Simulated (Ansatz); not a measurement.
**CH₆GeO₄: geometry and vibrations**

Aim: relax CH₆GeO₄ from a cheap starting geometry, then compute its harmonic vibrations to see whether it is a minimum and to get the zero-point energy and entropy.

The runs use Ansatz 0.2.0, Gaussian basis; RKS PBE0-D4/def2-TZVP.

Levels to be run: relaxation at PBE-D4/def2-SVP; relaxation at PBE0-D4/def2-TZVP; harmonic vibrations at the same level.

1 further run of the same task is left out (set aside as unsound or not needed).

## Step 1: The starting structure

SMILES `C[O][Ge]([OH])([OH])[OH]`, 12 atoms, charge 0, spin multiplicity 1.

Atoms are counted from 1 here; the program's logs count them from 0.

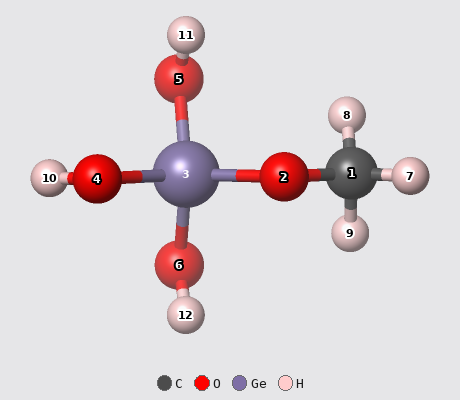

As it starts; carbon dark grey, oxygen red, germanium purple, hydrogen pink; atoms are numbered from 1 in the order of the file.

The start is a force-field geometry with small random shifts, so a cheaper pass at PBE-D4/def2-SVP comes first.

## Step 2: Optimising with PBE-D4/def2-SVP (cheap first pass)

in.yaml

```yaml
crystal:
  periodic: [false, false, false]
  atoms:
    - {symbol: C, position_ang: [-0.645200, -1.301000, 1.177600]}
    - {symbol: O, position_ang: [0.578100, -0.857700, 0.737100]}
    - {symbol: Ge, position_ang: [0.340100, 0.477100, -0.473700]}
    - {symbol: O, position_ang: [2.056600, 1.022700, -1.030800]}
    - {symbol: O, position_ang: [-0.578500, -0.114900, -1.875400]}
    - {symbol: O, position_ang: [-0.473100, 1.871400, 0.302600]}
    - {symbol: H, position_ang: [-0.549100, -2.073300, 1.908100]}
    - {symbol: H, position_ang: [-1.257500, -1.636900, 0.312800]}
    - {symbol: H, position_ang: [-1.224600, -0.406700, 1.716400]}
    - {symbol: H, position_ang: [1.791700, 1.737100, -1.651400]}
    - {symbol: H, position_ang: [-0.077000, -0.880000, -2.182900]}
    - {symbol: H, position_ang: [0.115600, 2.107200, 1.093600]}
basis:
  gaussian: {orbitals: def2-SVP}
hamiltonian: {xc: pbe, dispersion: d4}
relax: {f_tol: 0.03, max_steps: 200}
```

On the command line:

```console
> ansatz run in.yaml --threads 4 --pin off --events-out ev --progress --plain --max-ram 11315MiB
```

Standard output (excerpt; [...] marks lines left out):

```text
Functional definition: PBE
  name "PBE"
  cite "Perdew, Burke & Ernzerhof, Phys. Rev. Lett. 77, 3865 (1996) doi:10.1103/PhysRevLett.77.3865"
  parent pbe
[...]
1429 factors; their error is unknown
[...]
mean field -65810.00255244 eV, -2418.4729861802 hartree, gradient 2.5e-5 eV, S^2 0.000000; 0 other end points of the search recorded, 0 dependent functions left out
[...]
reference -65810.00258619 eV, -2418.4729874206 hartree; 38, 38 occupied and 94, 94 virtual orbitals, 1429 factors
relax step   1: F+E_penalty+E_count = -65810.24957749 eV  Δ(F+E_penalty+E_count) = +0.000e0 eV  max|allowed force component| = 2.387e0 eV/Å  Δτ_max = 0.0000 Å  (30 SCF iters, accepted)
[...]
relax step   4: F+E_penalty+E_count = -65810.73236004 eV  Δ(F+E_penalty+E_count) = -1.469e-2 eV  max|allowed force component| = 1.311e-1 eV/Å  Δτ_max = 0.0605 Å  (29 SCF iters, accepted)
[...]
relax step   5: F+E_penalty+E_count = -65810.73367721 eV  Δ(F+E_penalty+E_count) = -1.317e-3 eV  max|allowed force component| = 1.679e-2 eV/Å  Δτ_max = 0.0171 Å  (31 SCF iters, accepted)
1429 factors; their error is unknown
[...]
mean field -65810.48632620 eV, -2418.4907645381 hartree, gradient 1.2e-5 eV, S^2 0.000000; 1 other end points of the search recorded, 0 dependent functions left out
[...]
reference -65810.48636053 eV, -2418.4907657997 hartree; 38, 38 occupied and 94, 94 virtual orbitals, 1429 factors
Total energy: -65810.73371154 eV, -2418.4998557818 hartree
Atom 0 at    -0.639490    -1.336494     1.245736 Å, force     0.007925    -0.010163     0.008654 eV/Å
Atom 1 at     0.546174    -0.792313     0.679318 Å, force    -0.010864     0.004385    -0.002140 eV/Å
Atom 2 at     0.368939     0.528517    -0.503262 Å, force     0.016794     0.014010    -0.013978 eV/Å
Atom 3 at     2.066590     0.885047    -0.909977 Å, force     0.000535     0.000997    -0.000035 eV/Å
Atom 4 at    -0.629451     0.077624    -1.909400 Å, force    -0.007393     0.000287     0.002692 eV/Å
Atom 5 at    -0.525516     1.927750     0.144589 Å, force    -0.008202    -0.002547     0.000501 eV/Å
Atom 6 at    -0.340063    -2.123450     1.967841 Å, force    -0.001984    -0.002403     0.001670 eV/Å
Atom 7 at    -1.301891    -1.801149     0.479662 Å, force    -0.002689     0.002024     0.000719 eV/Å
Atom 8 at    -1.239170    -0.572740     1.792126 Å, force    -0.002539    -0.000893    -0.001227 eV/Å
Atom 9 at     2.094315     1.610109    -1.563104 Å, force     0.000509    -0.004233     0.001917 eV/Å
Atom 10 at    -0.247023    -0.712077    -2.336689 Å, force     0.004131    -0.000379     0.001025 eV/Å
Atom 11 at    -0.076314     2.254176     0.947160 Å, force     0.003777    -0.001085     0.000203 eV/Å
Dipole moment:     0.041057    -0.005078     0.005700 e Å
```

Wall time 3.7 s (4 threads of AMD EPYC 9R45, shared host).

The steps of the relaxation:

```
step  energy from step 1 (eV)  largest force component (eV/Å)
   1                   0.0000                          2.3874
   2                  -0.3713                          1.2094
   3                  -0.4681                          0.5308
   4                  -0.4828                          0.1311
   5                  -0.4841                          0.0168
```

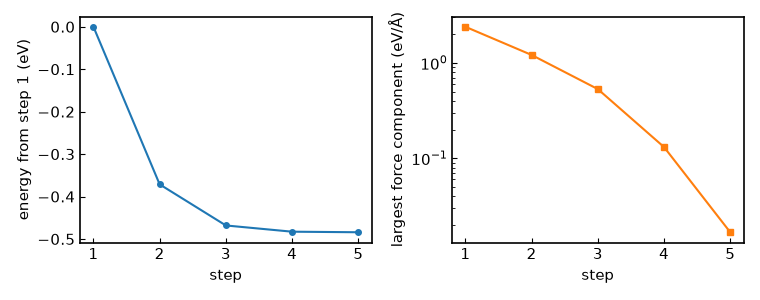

Energy and force, step by step.

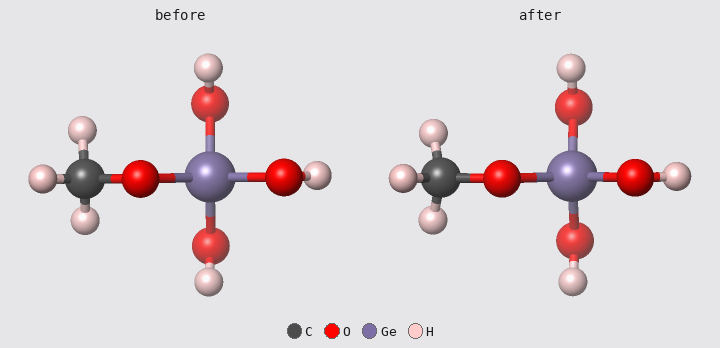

The geometry before (left) and after (right).

Close pairs (by a distance rule), those that changed most:

```
  bond  before (Å)  after (Å)  change (Å)
Ge3–O4       1.885      1.782      -0.104
 C1–H9       1.194      1.114      -0.080
 C1–O2       1.374      1.422      +0.049
 C1–H7       1.067      1.109      +0.042
O6–H12       1.014      0.976      -0.038
O2–Ge3       1.818      1.782      -0.036
O5–H11       0.965      0.976      +0.011
Ge3–O6       1.791      1.783      -0.009
```

## Step 3: Relaxation at PBE0-D4/def2-TZVP

in.yaml

```yaml
crystal:
  periodic: [false, false, false]
  atoms:
    - {symbol: C, position_ang: [-0.639490, -1.336494, 1.245736]}
    - {symbol: O, position_ang: [0.546174, -0.792313, 0.679318]}
    - {symbol: Ge, position_ang: [0.368939, 0.528517, -0.503262]}
    - {symbol: O, position_ang: [2.066590, 0.885047, -0.909977]}
    - {symbol: O, position_ang: [-0.629451, 0.077624, -1.909400]}
    - {symbol: O, position_ang: [-0.525516, 1.927750, 0.144589]}
    - {symbol: H, position_ang: [-0.340063, -2.123450, 1.967841]}
    - {symbol: H, position_ang: [-1.301891, -1.801149, 0.479662]}
    - {symbol: H, position_ang: [-1.239170, -0.572740, 1.792126]}
    - {symbol: H, position_ang: [2.094315, 1.610109, -1.563104]}
    - {symbol: H, position_ang: [-0.247023, -0.712077, -2.336689]}
    - {symbol: H, position_ang: [-0.076314, 2.254176, 0.947160]}
basis:
  gaussian: {orbitals: def2-TZVP}
hamiltonian: {xc: pbe0, dispersion: d4}
relax: {f_tol: 0.005, max_steps: 150}
```

Launched as before.

Standard output (excerpt; [...] marks lines left out):

```text
Functional definition: PBE0
  name "PBE0"
  cite "Adamo & Barone, J. Chem. Phys. 110, 6158 (1999) doi:10.1063/1.478522"
  cite "Perdew, Burke & Ernzerhof, Phys. Rev. Lett. 77, 3865 (1996) doi:10.1103/PhysRevLett.77.3865"
  parent pbe
[...]
1449 factors; their error is unknown
[...]
mean field -65830.71333755 eV, -2419.2340934948 hartree, gradient 5.3e-5 eV, S^2 0.000000; 0 other end points of the search recorded, 0 dependent functions left out
[...]
reference -65830.71336815 eV, -2419.2340946194 hartree; 38, 38 occupied and 201, 201 virtual orbitals, 1449 factors
relax step   1: F+E_penalty+E_count = -65830.92323485 eV  Δ(F+E_penalty+E_count) = +0.000e0 eV  max|allowed force component| = 7.537e-1 eV/Å  Δτ_max = 0.0000 Å  (29 SCF iters, accepted)
[...]
Atom 2 at     0.357692     0.520142    -0.491726 Å, force    -0.000724     0.000373    -0.000150 eV/Å
Atom 3 at     2.030281     0.873264    -0.896023 Å, force    -0.000044    -0.001340     0.001425 eV/Å
Atom 4 at    -0.615843     0.077694    -1.885520 Å, force    -0.000048    -0.001100    -0.000795 eV/Å
Atom 5 at    -0.513364     1.909222     0.139062 Å, force     0.000276     0.001017     0.001100 eV/Å
Atom 6 at    -0.319938    -2.115336     1.948350 Å, force    -0.000607     0.000712    -0.000936 eV/Å
Atom 7 at    -1.289181    -1.801686     0.494366 Å, force    -0.000452    -0.000519    -0.000593 eV/Å
Atom 8 at    -1.229291    -0.597866     1.799298 Å, force    -0.000216     0.000216     0.000858 eV/Å
Atom 9 at     2.100240     1.579592    -1.543351 Å, force     0.000049     0.000402    -0.000447 eV/Å
Atom 10 at    -0.245402    -0.670957    -2.359721 Å, force     0.000098     0.000423     0.000213 eV/Å
Atom 11 at    -0.076352     2.289958     0.904992 Å, force    -0.000098    -0.000228    -0.000785 eV/Å
Dipole moment:     0.047446    -0.021874     0.016878 e Å
```

Run time: 13 s. Hardware: 4 threads of AMD EPYC 9R45, shared host; peak memory 0.79 GiB.

Along the way:

```
step  energy from step 1 (eV)  largest force component (eV/Å)
   1                   0.0000                          0.7537
   2                  -0.0630                          0.3452
   3                  -0.0763                          0.0470
   4                  -0.0777                          0.0418
   5                  -0.0780                          0.0106
   6                  -0.0781                          0.0016
```

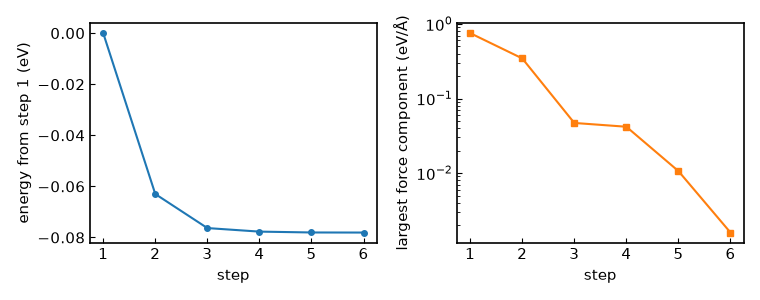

Energy and force, step by step.

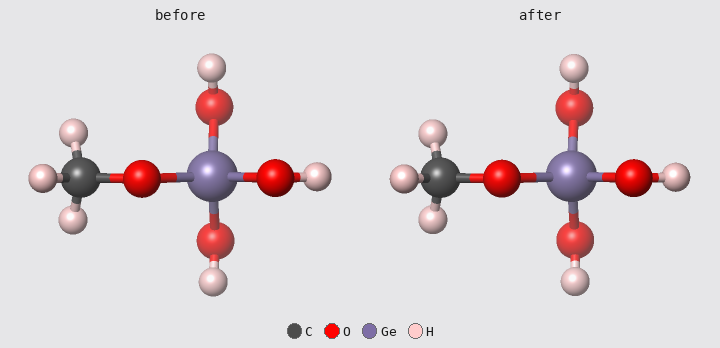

The geometry before (left) and after (right).

Distances of close pairs at the start and the end, largest changes first:

```
  bond  before (Å)  after (Å)  change (Å)
O2–Ge3       1.782      1.752      -0.029
Ge3–O6       1.783      1.757      -0.026
Ge3–O5       1.783      1.757      -0.026
Ge3–O4       1.782      1.757      -0.025
 C1–H8       1.114      1.095      -0.019
 C1–H9       1.114      1.095      -0.019
 C1–H7       1.109      1.091      -0.018
O4–H10       0.976      0.961      -0.016
```

Mulliken charges of the relaxed molecule (report file):

```
atom  value (e)
  C1      -0.21
  O2      -0.37
 Ge3       0.84
  O4      -0.53
  O5      -0.53
  O6      -0.53
  H7       0.13
  H8       0.12
  H9       0.12
 H10       0.32
 H11       0.32
 H12       0.32
```

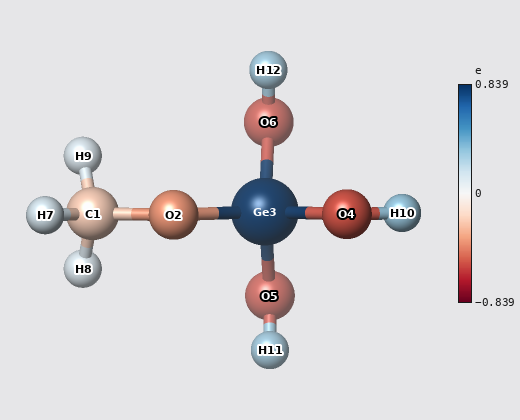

Mulliken charges of the relaxed molecule (report file), as colours on the atoms.

## Step 4: Harmonic vibrations

in.yaml

```yaml
crystal:
  periodic: [false, false, false]
  atoms:
    - {symbol: C, position_ang: [-0.642467, -1.341673, 1.249415]}
    - {symbol: O, position_ang: [0.520724, -0.777355, 0.674858]}
    - {symbol: Ge, position_ang: [0.357692, 0.520142, -0.491726]}
    - {symbol: O, position_ang: [2.030281, 0.873264, -0.896023]}
    - {symbol: O, position_ang: [-0.615843, 0.077694, -1.885520]}
    - {symbol: O, position_ang: [-0.513364, 1.909222, 0.139062]}
    - {symbol: H, position_ang: [-0.319938, -2.115336, 1.948350]}
    - {symbol: H, position_ang: [-1.289181, -1.801686, 0.494366]}
    - {symbol: H, position_ang: [-1.229291, -0.597866, 1.799298]}
    - {symbol: H, position_ang: [2.100240, 1.579592, -1.543351]}
    - {symbol: H, position_ang: [-0.245402, -0.670957, -2.359721]}
    - {symbol: H, position_ang: [-0.076352, 2.289958, 0.904992]}
basis:
  gaussian: {orbitals: def2-TZVP}
hamiltonian: {xc: pbe0, dispersion: d4}
phonons: {temperatures: {t_min: 298.15, t_max: 900, t_step: 200}}
```

Launched as before.

Standard output (excerpt; [...] marks lines left out):

```text
Functional definition: PBE0
  name "PBE0"
  cite "Adamo & Barone, J. Chem. Phys. 110, 6158 (1999) doi:10.1063/1.478522"
  cite "Perdew, Burke & Ernzerhof, Phys. Rev. Lett. 77, 3865 (1996) doi:10.1103/PhysRevLett.77.3865"
  parent pbe
[...]
1449 factors; their error is unknown
[...]
mean field -65830.79005565 eV, -2419.2369128330 hartree, gradient 3.4e-5 eV, S^2 0.000000; 0 other end points of the search recorded, 0 dependent functions left out
[...]
reference -65830.79008594 eV, -2419.2369139459 hartree; 38, 38 occupied and 201, 201 virtual orbitals, 1449 factors
[...]
1449 factors; their error is unknown
mean field -65830.78991036 eV, -2419.2369074936 hartree, gradient 1.9e-6 eV, S^2 0.000000; 0 other end points of the search recorded, 0 dependent functions left out
[...]
reference -65830.78994066 eV, -2419.2369086071 hartree; 38, 38 occupied and 201, 201 virtual orbitals, 1449 factors
[...]
1449 factors; their error is unknown
[...]
WARN: phonons: modes at or below zero, which the zero-point energy, F, S and C_V leave out: 1, the lowest at -17.75 cm⁻¹. A minimum has none, and a first-order saddle one
[...]
Atom 4 at    -0.615843     0.077694    -1.885520 Å, force    -0.000037    -0.001109    -0.000801 eV/Å
Atom 5 at    -0.513364     1.909222     0.139062 Å, force     0.000281     0.001005     0.001096 eV/Å
Atom 6 at    -0.319938    -2.115336     1.948350 Å, force    -0.000611     0.000714    -0.000935 eV/Å
Atom 7 at    -1.289181    -1.801686     0.494366 Å, force    -0.000449    -0.000496    -0.000578 eV/Å
Atom 8 at    -1.229291    -0.597866     1.799298 Å, force    -0.000232     0.000227     0.000855 eV/Å
Atom 9 at     2.100240     1.579592    -1.543351 Å, force     0.000053     0.000397    -0.000442 eV/Å
Atom 10 at    -0.245402    -0.670957    -2.359721 Å, force     0.000092     0.000429     0.000222 eV/Å
Atom 11 at    -0.076352     2.289958     0.904992 Å, force    -0.000093    -0.000224    -0.000777 eV/Å
Dipole moment:     0.047445    -0.021873     0.016877 e Å
Vibrations: -17.75 74.05 108.23 140.38 191.95 230.18 253.28 268.10 278.84 312.54 329.65 660.15 725.98 749.37 756.37 905.51 927.07 945.50 1118.72 1180.45 1202.94 1478.03 1493.32 1499.76 3019.47 3081.81 3121.73 3892.30 3894.66 3895.82 cm⁻¹, zero-point energy 2.277352 eV
```

Run time: 98 s. Hardware: 4 threads of AMD EPYC 9R45, shared host; peak memory 0.83 GiB.

Motions are named by where the mode's potential energy lies. The modes, unscaled (a negative number is an imaginary wavenumber):

```
mode  cm⁻¹             motion
   1   -18            torsion
   2    74            torsion
   3   108            torsion
   4   140               bend
   5   192  torsion with bend
   6   230               bend
   7   253  torsion with bend
   8   268  torsion with bend
   9   279            torsion
  10   313            torsion
  11   330  bend with torsion
  12   660       Ge–O stretch
  13   726       Ge–O stretch
  14   749       Ge–O stretch
  15   756       Ge–O stretch
  16   906               bend
  17   927               bend
  18   945               bend
  19  1119        C–O stretch
  20  1180               bend
  21  1203               bend
  22  1478               bend
  23  1493               bend
  24  1500               bend
  25  3019        C–H stretch
  26  3082        C–H stretch
  27  3122        C–H stretch
  28  3892        O–H stretch
  29  3895        O–H stretch
  30  3896        O–H stretch
```

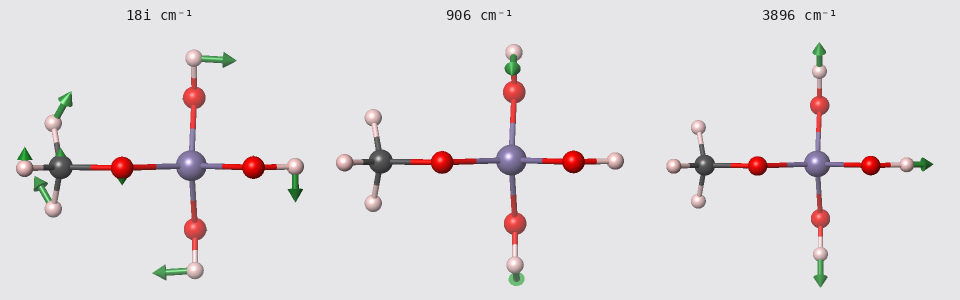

Displacements of 3 modes, as arrows.

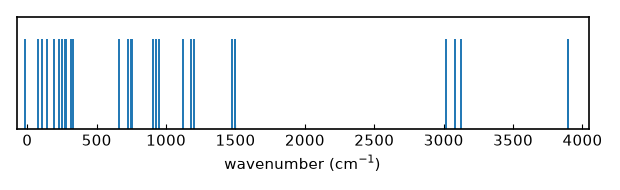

The harmonic wavenumbers as sticks (no intensities were computed).

No thermochemistry is derived: a mode is imaginary or nearly free.

## Step 5: What came out

| quantity | value |
| --- | --- |
| point group | Cs |
| steps | 5 + 6 |
| shift from the start (rms) | 0.230 Å |
| total energy | -65831.0013 eV |
| dispersion term | -211 meV |
| dipole moment | 0.26 D |
| lowest, highest wavenumber | -18, 3896 cm⁻¹ |

In words: The atoms moved 0.23 Å (rms) from the start; the bond that changed most is Ge3–O4, from 1.885 to 1.757 Å. One or more small negative wavenumbers (down to -18 cm⁻¹) point to a very flat motion, so a minimum isn't proven. The stiffest mode, 3896 cm⁻¹, is an O–H stretch. Harmonic hybrid wavenumbers usually lie a few per cent above measured fundamentals. The largest Mulliken charge, +0.84 e, sits on Ge3.
